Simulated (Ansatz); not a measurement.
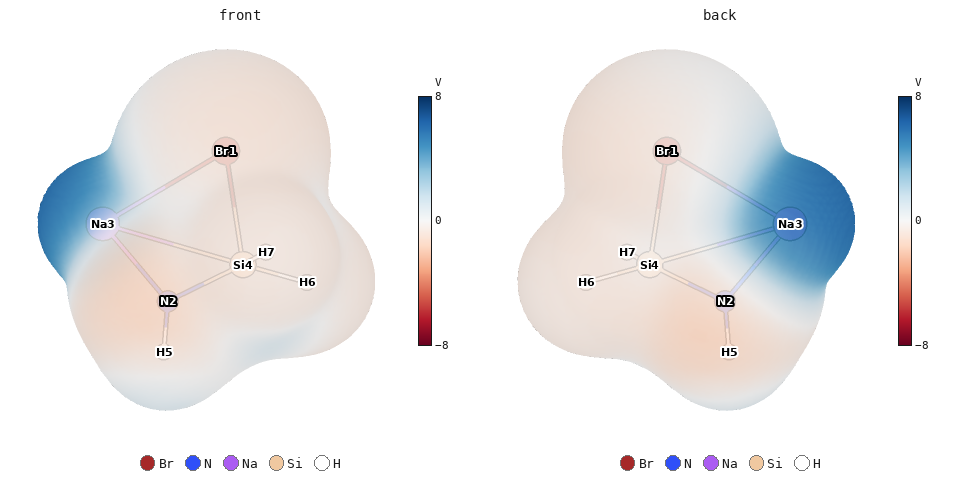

Figure 1: BrH$_{3}$NNaSi. The electrostatic potential painted on the density surface at 0.002 e/bohr³, seen from the front and from behind; the colour scale runs from red (negative) to blue (positive).

Geometry: PBE0-D3(BJ)/def2-SVP.

The calculation used isolated molecule in a Gaussian basis; Kohn-Sham density functional theory, functional PBE0 in Ansatz 0.2.0.

Input

```
crystal:
  periodic: [false, false, false]
  atoms:
    - {symbol: Br, position_ang: [-4.468864, 0.818519, -0.677357]}
    - {symbol: N, position_ang: [-2.028351, -1.185995, -0.856115]}
    - {symbol: Na, position_ang: [-4.033659, -1.969437, -0.927706]}
    - {symbol: Si, position_ang: [-2.143467, 0.470164, -0.705375]}
    - {symbol: H, position_ang: [-1.084942, -1.566991, -0.896236]}
    - {symbol: H, position_ang: [-1.744955, 1.391192, -1.824932]}
    - {symbol: H, position_ang: [-1.752090, 1.173810, 0.564282]}
basis:
  gaussian:
    orbitals: def2-TZVPD
output: {forces: true, orbitals: {seedname: orbitals}}
hamiltonian:
  xc: {name: PBE0}
```

Run with:

```sh
ansatz run input.yaml --threads 1 --pin off --max-ram 2610MiB --events-out events.jsonl --progress --plain --runs-dir runs
```

Q: Which sites attract a positive test charge, and which a negative one?

A: A positive charge is drawn to the negative regions and a negative charge to the positive ones. The most negative region (about −1.6 V) lies over N2, the most positive (about +6.0 V) over Na3. N2 is the likeliest acceptor of a hydrogen bond.

Q: What dipole moment does the calculation give?

A: Its dipole moment is 5.75 D.
